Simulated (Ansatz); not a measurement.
## H3SeF: a changed input and its effect

System: H3SeF, SMILES F.[SeH2].
Method of the first run: RKS B3LYP-D4/def2-TZVPPD (Ansatz 0.2.0).

The geometry comes from this level: PBE0-D4/def2-TZVP. Text and figures count atoms from 1; the logs count them from 0 in places.

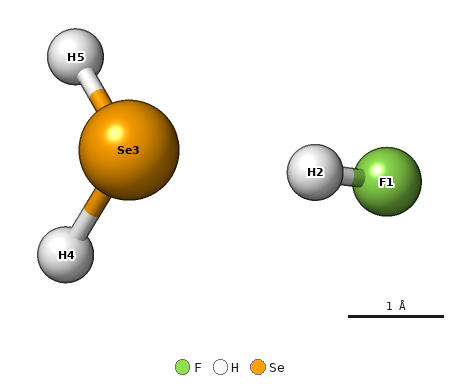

Fig. 1: The structure (ball-and-stick view, seen at a tilt; atoms are numbered from 1 in the order of the input). Bond lengths as drawn: F–H 0.93 Å and H–Se 1.47 Å.

### The input, the first run
```yaml
crystal:
  periodic: [false, false, false]
  atoms:
    - {symbol: F, position_ang: [-0.066574, 0.370014, -2.182143]}
    - {symbol: H, position_ang: [0.160991, 0.228846, -1.286493]}
    - {symbol: Se, position_ang: [0.628508, -0.139909, 0.986724]}
    - {symbol: H, position_ang: [-0.313201, -1.263056, 1.064352]}
    - {symbol: H, position_ang: [-0.409624, 0.804003, 1.417460]}
basis:
  gaussian: {orbitals: "def2-TZVPPD.json"}
hamiltonian: {xc: {name: B3LYP}, dispersion: d4}
```

Command:
```bash
ansatz run in.yaml --threads 2 --pin off --events-out ev --progress --plain --max-ram 5222MiB
```

Hardware: 2 threads of Intel Xeon, 15 GiB of memory available, shared host.

### Output (the first run)
```
Functional definition: B3LYP
  parameter a0 = 0.2
  parameter ax = 0.72
  parameter ac = 0.81
  exchange = (1 - a0 - ax)*slater_x + ax*b88_x + a0*exact_x
  correlation = (1 - ac)*vwn_rpa_c + ac*lyp_c
818 factors; their error is unknown
mean field evaluation 1: about -68116.0501 eV, gradient 3.6e1 eV
mean field evaluation 2: about -68112.8589 eV, gradient 6.1e1 eV
mean field evaluation 4: about -68117.8565 eV, gradient 6.2e-1 eV
mean field evaluation 8: about -68118.0948 eV, gradient 3.4e-2 eV
mean field -68118.09479182 eV, -2503.2938114965 hartree, gradient 4.0e-5 eV, S^2 0.000000; 0 other end points of the search recorded, 0 dependent functions left out
reference -68118.09505120 eV, -2503.2938210283 hartree; 23, 23 occupied and 125, 125 virtual orbitals, 818 factors
Total energy: -68118.16143446 eV, -2503.2962605683 hartree
```

The input of the second run differs as follows (lines with − go, lines with + come):
```diff
-    - {symbol: Se, position_ang: [0.628508, -0.139909, 0.986724]}
-    - {symbol: H, position_ang: [-0.313201, -1.263056, 1.064352]}
-    - {symbol: H, position_ang: [-0.409624, 0.804003, 1.417460]}
+    - {symbol: Se, position_ang: [0.625358, -0.159893, 1.102465]}
+    - {symbol: H, position_ang: [-0.316350, -1.283040, 1.180093]}
+    - {symbol: H, position_ang: [-0.412773, 0.784019, 1.533201]}
```

Predict how the results change.

With the same method and basis, the second run lies 0.06 kcal/mol higher.

### Output (the second run)
```
Functional definition: B3LYP
  parameter a0 = 0.2
  parameter ax = 0.72
  parameter ac = 0.81
  exchange = (1 - a0 - ax)*slater_x + ax*b88_x + a0*exact_x
  correlation = (1 - ac)*vwn_rpa_c + ac*lyp_c
818 factors; their error is unknown
mean field evaluation 1: about -68116.0769 eV, gradient 3.6e1 eV
mean field evaluation 2: about -68113.0219 eV, gradient 6.0e1 eV
mean field evaluation 4: about -68117.8559 eV, gradient 6.3e-1 eV
mean field evaluation 8: about -68118.0947 eV, gradient 3.5e-2 eV
mean field -68118.09466126 eV, -2503.2938066985 hartree, gradient 3.3e-5 eV, S^2 0.000000; 0 other end points of the search recorded, 0 dependent functions left out
reference -68118.09492423 eV, -2503.2938163624 hartree; 23, 23 occupied and 125, 125 virtual orbitals, 818 factors
Total energy: -68118.15902855 eV, -2503.2961721528 hartree
```

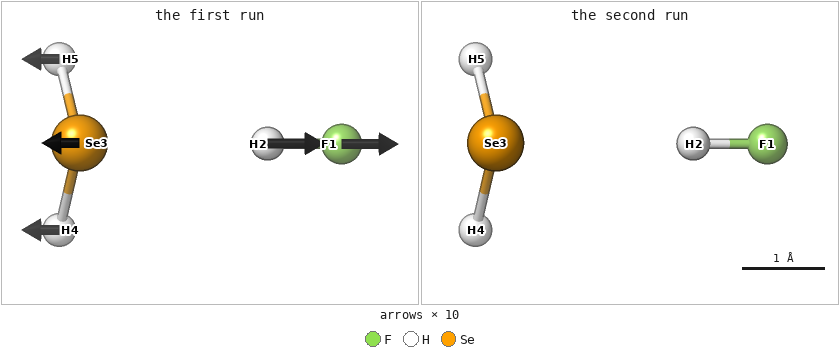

Fig. 2: The two input geometries at one scale (ball-and-stick view, seen on its broad side). The black arrows on the first give the shifts of the atoms after the best rigid fit, magnified 10 times. The largest moves after the best rigid fit, 0.070 Å, are those of F1 and H2. By element the largest moves are H 0.070 Å, F 0.070 Å, Se 0.047 Å.

### The two runs side by side

| quantity | the first run | the second run |
| --- | --- | --- |
| outcome | converged | converged |
| total energy (hartree) | −2503.296261 | −2503.296172 |
| basis functions | 148 | 148 |
| wall time (shared host) | 1.6 s | 1.6 s |
